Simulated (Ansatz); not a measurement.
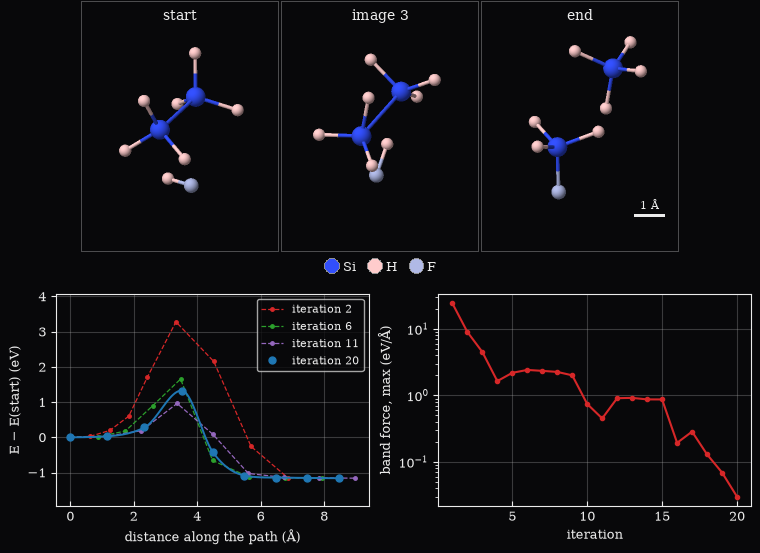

NEB run on Si2H7F, made up at the start of Si₂H₆ and HF. Images are numbered from 0 (start) to 8 (end). The plot follows the band through its iterations. A ball-and-stick model, seen from a free direction.

All numbers below come from RKS PBE-D4/6-31G* (Ansatz 0.2.0). Set-up: 7 movable images; climbing image; force threshold 0.05 eV/Å; iteration limit 60; starting path through a guess of the saddle point.

### How did the profile develop, and is the result final?

The result is final at these settings. The band converged in 20 iterations. The largest component of the band force went from 24 to 0.03 eV/Å. The climbing image converged on the top of the path. Its vibrational analysis gives one imaginary mode (906i cm⁻¹), as a transition state must have. The first iteration put the highest image at 10.27 eV. Forward barrier 1.33 eV, backward barrier 2.49 eV, with image 3 at the top; the reaction energy is −1.16 eV.

Limits of the set-up: the start holds two separate molecules, 2.6 Å apart at their closest, whose relative position is a soft coordinate.

Cost: 4 min on 1 thread of Arm Neoverse V2, with other jobs on the host, peak memory 0.12 GiB.
